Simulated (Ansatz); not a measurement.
**Converging the field response of a HfO2 (111) film**

Which settings does the induced dipole of a HfO2 (111) film need, and which can be cut?

Main program and level: Ansatz 0.2.0; plane-wave DFT, PBE, Ansatz PAW, in the first sound run; inputs show where later runs differ.

## 1. The starting structure

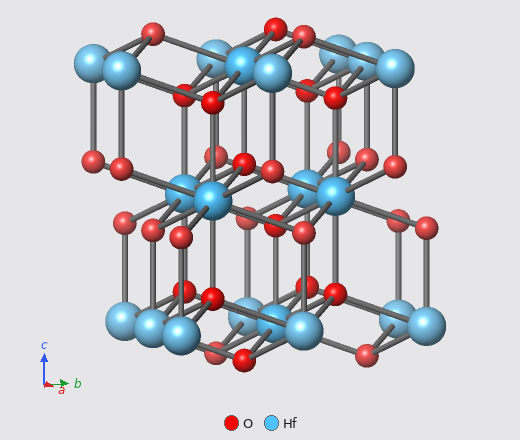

Start, viewed from the side, with the c axis up; oxygen red, hafnium blue. Some periodic images of atoms are drawn too.

The cell holds 9 atoms: 6 O and 3 Hf. Its edges and angles: a = 3.592 Å, b = 3.592 Å, c = 25.332 Å, α = 90.0°, β = 90.0°, γ = 120.0°. It derives from HfO2 (fluorite HfO2). Vacuum lies along c.

## 2. Single point, setting first choice

The first choice: the default cutoff of 420 eV, a 12×12×1 mesh, 18 Å of vacuum, 0.1 V/Å and a tight threshold. Each later run changes one input against this one; other functionals and files bring their own cutoffs.

input.yaml

```yaml
crystal:
  lattice:
    - [3.59210245, 0.0, 0.0]
    - [-1.79605122, 3.11085197, 0.0]
    - [0.0, 0.0, 25.3323484187]
  atoms:
    - { symbol: O, position: [0.66666667, 0.33333333, 0.3552769704] }
    - { symbol: Hf, position: [0.33333333, 0.66666667, 0.3842215763] }
    - { symbol: O, position: [0.0, 0.0, 0.4131661823] }
    - { symbol: O, position: [0.33333333, 0.66666667, 0.4710553941] }
    - { symbol: Hf, position: [0.0, 0.0, 0.5] }
    - { symbol: O, position: [0.66666667, 0.33333333, 0.5289446059] }
    - { symbol: O, position: [0.0, 0.0, 0.5868338177] }
    - { symbol: Hf, position: [0.66666667, 0.33333333, 0.6157784237] }
    - { symbol: O, position: [0.33333333, 0.66666667, 0.6447230296] }
kpoints:
  mp_grid: { grid: [12, 12, 1] }
hamiltonian:
  xc: pbe
scf:
  occupations: { method: fixed }
  convergence: { dr2_threshold: 1.0e-10 }
efield:
  axis: 3
  dipole_correction: true
  ramp_position: 0.97
  ramp_width: 0.06
  amplitude: 0.1
output:
  write_potential: true
  write_density: true
  volumetric_format: npy
```

Launch:

```sh
ansatz run input.yaml --threads 4 --pin off --max-ram 6144MiB --backend cpu --events-out ev --progress --plain --runs-dir out
```

Numbers of over 12 decimals in the logs are rounded to 6 here.

The log of the run:

```text
Engine: ansatz 0.2.0, x86_64-unknown-linux-gnu
Pseudopotentials: kind: paw
Pseudopotential: O, paw, valence charge 6, recommended cutoff 420 eV (normal), O.paw.azcp
Pseudopotential: Hf, paw, valence charge 26, recommended cutoff 420 eV (normal), Hf.paw.azcp
Functional definition: PBE
  parameter kappa = 0.804
  parameter beta = 0.066725
  exchange = pbe_x(kappa = kappa, mu = beta*pi^2/3)
  correlation = pbe_c(beta = beta)
Crystal: 9 atoms, lattice volume = 283.076 Å³
Basis set: ecut = 420 eV, 5449 PW (Γ)
Bands: 69, of which v1, the nominal top of the filled ones, is band 57 counted from 1 (56 counted from 0)
Symmetry: 6 space group operations
k-points: 19 of 144 (time reversal used)
Non-local potential: O, projectors of the file, l = 0: 2, l = 1: 2, l = 2: 1
Non-local potential: Hf, projectors of the file, l = 0: 3, l = 1: 2, l = 2: 2, l = 3: 3
PAW form: soft (Blöchl's): semilocal exchange-correlation on the pseudo side does not see the compensation charge
PAW one-centre angular grid: O, 110 points (default); XC on 64 Gauss nodes
PAW one-centre angular grid: Hf, 590 points (default); XC on 64 Gauss nodes
Initial density: superposition of atomic densities (neutral atoms: chi_scale 0, normalization atom, screened)
Initial wavefunctions: pseudopotential atomic-orbital guess
Functional: x = pbe(κ = 0.804, μ = 0.219515), c = pbe(β = 0.066725)
SCF iter   1: F=—  HF=-50596.552162 eV  |F-HF|=—  |Δ(HF+E_count)|=         —  Δρ=1.22e-1  dr2=4.70e1  ethr=3.10e-3  p=0.058 e·Å  D=3.71e-2 V/Å  ΔV_dip=-0.94 eV  dr2_dipole=9.06e-4  V_vac-E_F(+/−)=12.38/11.04 eV  ⟨swp⟩=4.0  Hψ=4298  notcnv=0  defer=162
efield: sawtooth ramp at fractional position 0.9700 (set: `efield.ramp_position`, or a place that a band, a saddle search or an elastic batch's reference lends), width 0.0600; the density the first Hamiltonian is built on has a dipole p = 0.058 e·Å; the dipole correction subtracts the counter field D = 3.71e-2 V/Å, which shifts the + side's vacuum level by -0.94 eV against the − side's; the planar-averaged density in the ramp window peaks in size at 2.2e-6 e/Å³
preconditioner: auto → Resta (q_TF=auto, 2.345 Å⁻¹)  ε∞=2.6  [insulator: Δε(μ)=7.151 eV  Ē_g=18.149 eV  n_scr=72 (ndim 8)  ℏωp=22.9 eV  f_vac=0.603  ε∞_Penn≈2.6  vacuum switching on, ρ_ref=2.4e-2 e/Å³]
SCF iter   2: F=—  HF=-50583.928600 eV  |F-HF|=—  |Δ(HF+E_count)|=    1.26e1  Δρ=5.41e-2  dr2=3.61e0  ethr=3.10e-3  p=0.046 e·Å  D=2.93e-2 V/Å  ΔV_dip=-0.74 eV  dr2_dipole=8.81e-5  V_vac-E_F(+/−)=7.65/6.11 eV  ⟨swp⟩=3.6  Hψ=3725  notcnv=0  defer=156  κ⁻¹=1.0e0(r=1)
SCF iter   3: F=—  HF=-50583.098122 eV  |F-HF|=—  |Δ(HF+E_count)|=   8.30e-1  Δρ=1.83e-2  dr2=7.87e-1  ethr=3.10e-3  p=0.049 e·Å  D=3.11e-2 V/Å  ΔV_dip=-0.79 eV  dr2_dipole=3.50e-5  V_vac-E_F(+/−)=7.91/6.41 eV  ⟨swp⟩=2.0  Hψ=2422  notcnv=0  defer=107  κ⁻¹=9.1e-3(r=2)
SCF iter   4: F=—  HF=-50582.992876 eV  |F-HF|=—  |Δ(HF+E_count)|=   1.05e-1  Δρ=8.94e-3  dr2=1.49e-1  ethr=6.90e-4  p=0.045 e·Å  D=2.91e-2 V/Å  ΔV_dip=-0.74 eV  dr2_dipole=2.12e-5  V_vac-E_F(+/−)=7.39/5.84 eV  ⟨swp⟩=2.9  Hψ=2550  notcnv=0  defer=177  κ⁻¹=7.4e-3(r=3)
SCF iter   5: F=—  HF=-50582.989276 eV  |F-HF|=—  |Δ(HF+E_count)|=   3.60e-3  Δρ=2.31e-3  dr2=1.61e-2  ethr=1.30e-4  p=0.046 e·Å  D=2.95e-2 V/Å  ΔV_dip=-0.75 eV  dr2_dipole=3.68e-6  V_vac-E_F(+/−)=7.14/5.60 eV  ⟨swp⟩=2.1  Hψ=2053  notcnv=0  defer=190  κ⁻¹=2.7e-5(r=4)
SCF iter   6: F=—  HF=-50582.987349 eV  |F-HF|=—  |Δ(HF+E_count)|=   1.93e-3  Δρ=9.32e-4  dr2=2.84e-3  ethr=1.41e-5  p=0.047 e·Å  D=3.01e-2 V/Å  ΔV_dip=-0.76 eV  dr2_dipole=4.01e-7  V_vac-E_F(+/−)=7.19/5.67 eV  ⟨swp⟩=3.5  Hψ=2701  notcnv=0  defer=190  κ⁻¹=2.7e-5(r=5)
SCF iter   7: F=—  HF=-50582.988074 eV  |F-HF|=—  |Δ(HF+E_count)|=   7.25e-4  Δρ=1.77e-4  dr2=7.09e-5  ethr=2.49e-6  p=0.047 e·Å  D=3.01e-2 V/Å  ΔV_dip=-0.76 eV  dr2_dipole=1.32e-8  V_vac-E_F(+/−)=7.14/5.62 eV  ⟨swp⟩=2.0  Hψ=2128  notcnv=0  defer=190  κ⁻¹=1.5e-6(r=6)
SCF iter   8: F=—  HF=-50582.988190 eV  |F-HF|=—  |Δ(HF+E_count)|=   1.16e-4  Δρ=1.66e-4  dr2=5.49e-5  ethr=6.22e-8  p=0.047 e·Å  D=3.00e-2 V/Å  ΔV_dip=-0.76 eV  dr2_dipole=1.01e-10  V_vac-E_F(+/−)=7.14/5.61 eV  ⟨swp⟩=2.6  Hψ=2566  notcnv=0  defer=173  κ⁻¹=1.5e-7(r=7)
SCF iter   9: F=—  HF=-50582.988216 eV  |F-HF|=—  |Δ(HF+E_count)|=   2.60e-5  Δρ=9.84e-5  dr2=3.20e-5  ethr=4.82e-8  p=0.047 e·Å  D=3.01e-2 V/Å  ΔV_dip=-0.76 eV  dr2_dipole=3.52e-8  V_vac-E_F(+/−)=7.14/5.62 eV  ⟨swp⟩=2.0  Hψ=1777  notcnv=0  defer=145  κ⁻¹=1.3e-7(r=8)
SCF iter  10: F=—  HF=-50582.988211 eV  |F-HF|=—  |Δ(HF+E_count)|=   5.11e-6  Δρ=2.11e-5  dr2=1.21e-6  ethr=2.81e-8  p=0.047 e·Å  D=3.00e-2 V/Å  ΔV_dip=-0.76 eV  dr2_dipole=2.15e-11  V_vac-E_F(+/−)=7.14/5.61 eV  ⟨swp⟩=3.0  Hψ=2458  notcnv=0  defer=139  κ⁻¹=2.7e-7(r=8)
SCF iter  11: F=—  HF=-50582.988287 eV  |F-HF|=—  |Δ(HF+E_count)|=   7.58e-5  Δρ=5.20e-6  dr2=3.24e-8  ethr=1.06e-9  p=0.047 e·Å  D=3.00e-2 V/Å  ΔV_dip=-0.76 eV  dr2_dipole=1.05e-10  V_vac-E_F(+/−)=7.14/5.61 eV  ⟨swp⟩=2.0  Hψ=2390  notcnv=0  defer=136  κ⁻¹=5.7e-8(r=8)
SCF iter  12: F=—  HF=-50582.988287 eV  |F-HF|=—  |Δ(HF+E_count)|=   1.65e-7  Δρ=4.32e-6  dr2=3.10e-8  ethr=2.84e-11  p=0.047 e·Å  D=3.00e-2 V/Å  ΔV_dip=-0.76 eV  dr2_dipole=3.08e-11  V_vac-E_F(+/−)=7.14/5.61 eV  ⟨swp⟩=3.3  Hψ=3047  notcnv=0  defer=136  κ⁻¹=7.3e-8(r=8)
SCF iter  13: F=—  HF=-50582.988287 eV  |F-HF|=—  |Δ(HF+E_count)|=   2.67e-8  Δρ=1.94e-6  dr2=6.63e-9  ethr=2.72e-11  p=0.047 e·Å  D=3.00e-2 V/Å  ΔV_dip=-0.76 eV  dr2_dipole=1.38e-12  V_vac-E_F(+/−)=7.14/5.61 eV  ⟨swp⟩=2.0  Hψ=2281  notcnv=0  defer=136  κ⁻¹=1.5e-7(r=8)
SCF iter  14: F=—  HF=-50582.988287 eV  |F-HF|=—  |Δ(HF+E_count)|=  7.42e-10  Δρ=3.93e-7  dr2=3.37e-10  ethr=5.82e-12  p=0.047 e·Å  D=3.00e-2 V/Å  ΔV_dip=-0.76 eV  dr2_dipole=2.43e-13  V_vac-E_F(+/−)=7.14/5.61 eV  ⟨swp⟩=2.0  Hψ=2261  notcnv=0  defer=136  κ⁻¹=3.5e-7(r=8)
SCF iter  15: F=—  HF=-50582.988287 eV  |F-HF|=—  |Δ(HF+E_count)|=  1.16e-10  Δρ=2.83e-7  dr2=1.67e-10  ethr=1.00e-12  p=0.047 e·Å  D=3.00e-2 V/Å  ΔV_dip=-0.76 eV  dr2_dipole=1.04e-16  V_vac-E_F(+/−)=7.14/5.61 eV  ⟨swp⟩=14.9  Hψ=6083  notcnv=0  κ⁻¹=1.5e-6(r=8)
SCF iter  16: F=-50582.988287 eV  HF=-50582.988287 eV  |F-HF|=2.76e-10  |Δ(HF+E_count)|=  8.73e-11  Δρ=9.52e-8  dr2=1.71e-11  ethr=1.00e-12  p=0.047 e·Å  D=3.00e-2 V/Å  ΔV_dip=-0.76 eV  dr2_dipole=1.96e-16  V_vac-E_F(+/−)=7.14/5.61 eV  ⟨swp⟩=3.0  Hψ=2869  notcnv=0
SCF 1 converged in 16 iterations: F = -50582.988287 eV  dr2 = 1.71e-11
  greatest PAW one-centre occupation: 0.999 electrons in one spin orbital (limit 2), on the Hf atom at site 4 (counted from 0), in its partial waves of l = 3
WARN: The output density's exchange-correlation potential varies sharply where the density is thin. Do not read a vacuum level from v_tot or v_xc, or from such a field of the output density. On a cell that repeats whose density bears no net charge and no dipole along the vacuum's axis use v_es (v_loc + v_h of the components); under efield.dipole_correction with no amplitude use v_es + v_field, which holds any externa [...]
SCF converged after 16 iterations
Stability not checked: this state was not tested for a lower state beside it, because the mixer in use, unlike msr1, does not test its closes by its own steps (another_mixer; see scf.mixing.algorithm and scf.lower_state_search)
Free energy (F): -50582.988287 eV
Harris-Foulkes:  -50582.988287 eV  (|F-HF|=2.76e-10)
Internal energy: -50582.988287 eV  (E = F + TS)
E sigma→0 (E₀):  -50582.988287 eV
Fermi energy:    1.296118 eV
Dipole field:    D = 0.030042 V/Å  (p = 0.046998 e·Å, saw-weighted, corrected)
Work function:   not extracted (applied field tilts the vacuum); planar V_es + V_field profile in the machine report
Levels:          The Fermi level and band energies are counted from a zero that moves with the ramp; work functions are not
--- Per-component energies (eV) ---
  E_band       = -1495.350432
  E_kinetic    = 2303.737669
  E_local      = -213296.913984  (includes V_loc(G=0)·N_el)
  E_nonlocal   = -3443.186254
  E_hartree    = 105115.590359
  E_xc         = -1339.713441
  E_vxc        = -1359.556471  (∫ρ·V_xc dr)
  E_paw        = -21725.819546  (= ΣΔE_a)
  E_vpaw       = 4069.375454  (= ΣTr[D̂ρ^β])
  E_aug_tail   = 0.014861  (compensation charges beyond the density's cutoff)
  E_efield     = -0.003994  (sawtooth field / dipole correction)
  E_vefield    = -0.003288  (∫n·V_field dr)
  E_ewald      = 81803.306044
  E_smearing   = -0.000000  (= −TS)
  E_closure    = -0.000000  (closes the sum)
  Σ components = -50582.988287   (vs F -50582.988287, Δ=0.00e0)
--- Band table (eV; the first three rows and the last of 19) ---
  k-point 0: bands = [... 53 lower, 0.6295, 0.6295, 0.9306, 0.9306, 5.4754, 5.4754, 5.8174, 5.8388, ... 8 higher]
  k-point 1: bands = [... 53 lower, 0.6012, 0.7253, 0.8540, 0.9027, 5.5014, 5.5444, 5.8382, 5.8870, ... 8 higher]
  k-point 2: bands = [... 53 lower, 0.4646, 0.5678, 0.8274, 0.8984, 5.5936, 5.7290, 5.8790, 6.0152, ... 8 higher]
  k-point 18: bands = [... 53 lower, 0.6841, 0.7057, 0.7558, 0.8040, 5.8499, 5.8604, 6.2152, 6.4932, ... 8 higher]
```

Wall time 5.2 s (4 threads of AMD EPYC 9R45, shared host); peak memory 0.97 GiB; 20 s of CPU time.

Numbers from this step:

* gap on the k-mesh: 4.179 eV
* dipole along the normal: 0.04700 e·Å
* equivalent conductor thickness p/(ε₀AE): 7.610 Å

Running mean over 2.933 Å of the planar mean, with the applied field; the ramp of the sawtooth is left out. Table of electron's electrostatic potential energy less the highest filled level by z:

| z (Å) | electron's electrostatic potential energy less the highest filled level (eV) |
| --- | --- |
| 4 | 5.91 |
| 5 | 6.01 |
| 6 | 6.09 |
| 7 | 5.74 |
| 8 | 1.55 |
| 9 | -3.87 |
| 10 | -5.79 |
| 11 | -5.92 |
| 12 | -6.03 |
| 13 | -6.04 |
| 14 | -5.92 |
| 15 | -5.76 |
| 16 | -4.97 |
| 17 | -0.0329 |
| 18 | 5.25 |
| 19 | 6.60 |
| 20 | 6.75 |
| 21 | 6.85 |
| 22 | 6.95 |

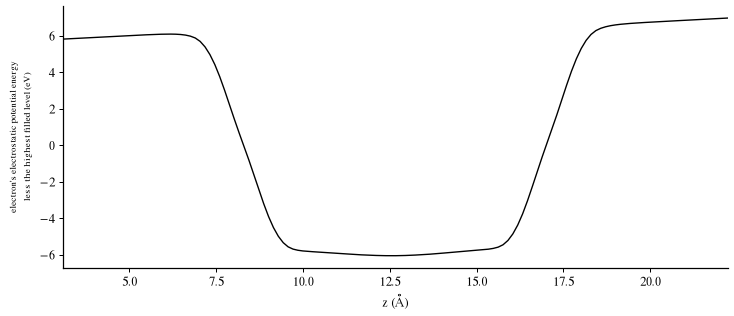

Electron's electrostatic potential energy less the highest filled level, plotted against z.

The dipole corresponds to a conductor 7.610 Å thick.

## 3. Run, box 25.3 Å

Changes to input.yaml since step 2:

```diff
@@ -28,2 +28,4 @@
   amplitude: 0.1
+basis:
+  ecutwfc: "250 eV"
 output:
```

The log of the run:

```text
Warning: basis.ecutwfc = 250 eV is below the records' recommended 420 eV, and the density's cutoff is lower with it unless basis.ecutrho_ratio is high enough to keep the records' density cutoff: compare with a run at a higher cutoff
[...]
k-point 0: bands = [... 53 lower, 0.5050, 0.5050, 0.8134, 0.8134, 5.3502, 5.3502, 5.6674, 5.7075, ... 8 higher]
  k-point 1: bands = [... 53 lower, 0.4757, 0.5954, 0.7206, 0.7753, 5.3729, 5.4182, 5.7110, 5.7590, ... 8 higher]
  k-point 2: bands = [... 53 lower, 0.3490, 0.4638, 0.6931, 0.7739, 5.4655, 5.6018, 5.7541, 5.9034, ... 8 higher]
  k-point 18: bands = [... 53 lower, 0.6507, 0.6964, 0.7442, 0.7969, 5.7520, 5.7652, 6.1158, 6.3844, ... 8 higher]
[key lines of the parts left out:]
SCF converged after 15 iterations
Free energy (F): -50569.416918 eV
Fermi energy:    1.243204 eV
Dipole field:    D = 0.030082 V/Å  (p = 0.047060 e·Å, saw-weighted, corrected)
```

Run time: 2.6 s. Hardware: 4 threads; peak memory 0.63 GiB; 10 s of CPU time.

The dipole corresponds to a conductor 7.621 Å thick, +0.13 % from the first choice, at 0.49 times its CPU time.

## 4. Single point, box 25.3 Å

Changes to input.yaml since step 3:

```diff
@@ -29,3 +29,3 @@
 basis:
-  ecutwfc: "250 eV"
+  ecutwfc: "330 eV"
 output:
```

The log of the run:

```text
[...]
Crystal: 9 atoms, lattice volume = 283.076 Å³
Basis set: ecut = 330 eV, 3867 PW (Γ)
Bands: 69, of which v1, the nominal top of the filled ones, is band 57 counted from 1 (56 counted from 0)
Symmetry: 6 space group operations
k-points: 19 of 144 (time reversal used)
[...]
k-point 0: bands = [... 53 lower, 0.6180, 0.6180, 0.9166, 0.9166, 5.4655, 5.4655, 5.8039, 5.8292, ... 8 higher]
  k-point 1: bands = [... 53 lower, 0.5961, 0.7168, 0.8446, 0.8949, 5.4914, 5.5346, 5.8290, 5.8777, ... 8 higher]
  k-point 2: bands = [... 53 lower, 0.4579, 0.5604, 0.8198, 0.8898, 5.5835, 5.7192, 5.8707, 6.0069, ... 8 higher]
  k-point 18: bands = [... 53 lower, 0.6768, 0.6988, 0.7501, 0.7973, 5.8418, 5.8527, 6.2087, 6.4867, ... 8 higher]
[key lines of the parts left out:]
SCF converged after 15 iterations
Free energy (F): -50581.879220 eV
Fermi energy:    1.286268 eV
Dipole field:    D = 0.030050 V/Å  (p = 0.047010 e·Å, saw-weighted, corrected)
```

The job ended after 3.4 s (4 threads; peak memory 0.79 GiB).

The dipole corresponds to a conductor 7.612 Å thick, +0.03 % from the first choice, at 0.63 times its CPU time.

## 5. Single point, box 25.3 Å (run 2)

Changes to input.yaml since step 4:

```diff
@@ -29,3 +29,3 @@
 basis:
-  ecutwfc: "330 eV"
+  ecutwfc: "600 eV"
 output:
```

The log of the run:

```text
[...]
Crystal: 9 atoms, lattice volume = 283.076 Å³
Basis set: ecut = 600 eV, 9431 PW (Γ)
Bands: 69, of which v1, the nominal top of the filled ones, is band 57 counted from 1 (56 counted from 0)
Symmetry: 6 space group operations
k-points: 19 of 144 (time reversal used)
[...]
k-point 0: bands = [... 53 lower, 0.6291, 0.6291, 0.9306, 0.9306, 5.4763, 5.4763, 5.8170, 5.8397, ... 8 higher]
  k-point 1: bands = [... 53 lower, 0.6009, 0.7250, 0.8537, 0.9025, 5.5022, 5.5453, 5.8390, 5.8879, ... 8 higher]
  k-point 2: bands = [... 53 lower, 0.4642, 0.5678, 0.8272, 0.8983, 5.5943, 5.7299, 5.8797, 6.0158, ... 8 higher]
  k-point 18: bands = [... 53 lower, 0.6843, 0.7057, 0.7556, 0.8042, 5.8507, 5.8612, 6.2159, 6.4939, ... 8 higher]
[key lines of the parts left out:]
SCF converged after 16 iterations
Free energy (F): -50583.032948 eV
Fermi energy:    1.295567 eV
Dipole field:    D = 0.030042 V/Å  (p = 0.046997 e·Å, saw-weighted, corrected)
```

Run time: 8.4 s. Hardware: 4 threads; peak memory 1.4 GiB; 33 s of CPU time.

The dipole corresponds to a conductor 7.610 Å thick, -0.00 % from the first choice, at 1.6 times its CPU time.

## 6. Single point, box 25.3 Å (run 3)

Changes to input.yaml since step 5:

```diff
@@ -16,3 +16,3 @@
 kpoints:
-  mp_grid: { grid: [12, 12, 1] }
+  mp_grid: { grid: [1, 1, 1] }
 hamiltonian:
@@ -28,4 +28,2 @@
   amplitude: 0.1
-basis:
-  ecutwfc: "600 eV"
 output:
```

The log of the run:

```text
[...]
Crystal: 9 atoms, lattice volume = 283.076 Å³
Basis set: ecut = 420 eV, 5449 PW (Γ)
Bands: 69, of which v1, the nominal top of the filled ones, is band 57 counted from 1 (56 counted from 0)
Symmetry: 6 space group operations
k-points: 1
[...]
Internal energy: -50586.265789 eV  (E = F + TS)
E sigma→0 (E₀):  -50586.265789 eV
Fermi energy:    0.915149 eV
Dipole field:    D = 0.032493 V/Å  (p = 0.050831 e·Å, saw-weighted, corrected)
Work function:   not extracted (applied field tilts the vacuum); planar V_es + V_field profile in the machine report
[...]
--- Band table (eV) ---
  k-point 0: bands = [... 53 lower, 0.6272, 0.6272, 0.9151, 0.9151, 5.4620, 5.4620, 5.6776, 5.7982, ... 8 higher]
[key lines of the parts left out:]
SCF converged after 16 iterations
Free energy (F): -50586.265789 eV
```

Wall time 0.59 s (4 threads); peak memory 0.43 GiB.

The dipole corresponds to a conductor 8.231 Å thick, +8.16 % from the first choice, at 0.087 times its CPU time.

## 7. Single point, box 25.3 Å (run 4)

Changes to input.yaml since step 6:

```diff
@@ -16,3 +16,3 @@
 kpoints:
-  mp_grid: { grid: [1, 1, 1] }
+  mp_grid: { grid: [2, 2, 1] }
 hamiltonian:
```

The log of the run:

```text
[...]
Crystal: 9 atoms, lattice volume = 283.076 Å³
Basis set: ecut = 420 eV, 5449 PW (Γ)
Bands: 69, of which v1, the nominal top of the filled ones, is band 57 counted from 1 (56 counted from 0)
Symmetry: 6 space group operations
k-points: 2 of 4
[...]
Fermi energy:    1.328273 eV
Dipole field:    D = 0.030377 V/Å  (p = 0.047521 e·Å, saw-weighted, corrected)
Work function:   not extracted (applied field tilts the vacuum); planar V_es + V_field profile in the machine report
[...]
--- Band table (eV) ---
  k-point 0: bands = [... 53 lower, 0.6688, 0.6688, 0.9665, 0.9665, 5.4089, 5.4089, 5.7665, 5.7665, ... 8 higher]
  k-point 1: bands = [... 53 lower, 0.2275, 0.4713, 0.9637, 1.3283, 5.4391, 5.8002, 5.9036, 6.0843, ... 8 higher]
[key lines of the parts left out:]
SCF converged after 16 iterations
Free energy (F): -50582.262196 eV
```

Elapsed: 0.69 s, on 4 threads; peak memory 0.54 GiB; 2.2 s of CPU time.

The dipole corresponds to a conductor 7.695 Å thick, +1.11 % from the first choice, at 0.11 times its CPU time.

## 8. Run, box 25.3 Å (run 2)

Changes to input.yaml since step 7:

```diff
@@ -16,3 +16,3 @@
 kpoints:
-  mp_grid: { grid: [2, 2, 1] }
+  mp_grid: { grid: [6, 6, 1] }
 hamiltonian:
```

The log of the run:

```text
[...]
Crystal: 9 atoms, lattice volume = 283.076 Å³
Basis set: ecut = 420 eV, 5449 PW (Γ)
Bands: 69, of which v1, the nominal top of the filled ones, is band 57 counted from 1 (56 counted from 0)
Symmetry: 6 space group operations
k-points: 7 of 36 (time reversal used)
[...]
k-point 0: bands = [... 53 lower, 0.6296, 0.6296, 0.9307, 0.9307, 5.4755, 5.4755, 5.8175, 5.8389, ... 8 higher]
  k-point 1: bands = [... 53 lower, 0.4647, 0.5679, 0.8275, 0.8985, 5.5937, 5.7291, 5.8791, 6.0152, ... 8 higher]
  k-point 2: bands = [... 53 lower, 0.4367, 0.5239, 0.7967, 1.0962, 5.6198, 5.8855, 6.0677, 6.1340, ... 8 higher]
  k-point 6: bands = [... 53 lower, 0.6841, 0.7058, 0.7559, 0.8040, 5.8500, 5.8605, 6.2153, 6.4932, ... 8 higher]
[key lines of the parts left out:]
SCF converged after 16 iterations
Free energy (F): -50582.988330 eV
Fermi energy:    1.296198 eV
Dipole field:    D = 0.030042 V/Å  (p = 0.046996 e·Å, saw-weighted, corrected)
```

Run time: 2 s. Hardware: 4 threads; peak memory 0.78 GiB.

The dipole corresponds to a conductor 7.610 Å thick, -0.00 % from the first choice, at 0.36 times its CPU time.

(Part 1 of 3 ends here.)

[Logs are printed without paths, hosts, clocks, repeated set-up lines and the standing remarks that a program may print on its own settings, such as how far it seeks lower states.]

[Hosts, paths, dates, database ids (printed as entryN), source tags and the programs' standing remarks are cut or masked in the printed files.]

[Maps of the electrostatic potential energy from Ansatz leave out the sawtooth potential of an applied field or a dipole correction, so their vacuum need not be flat; planar profiles and work functions include it.]
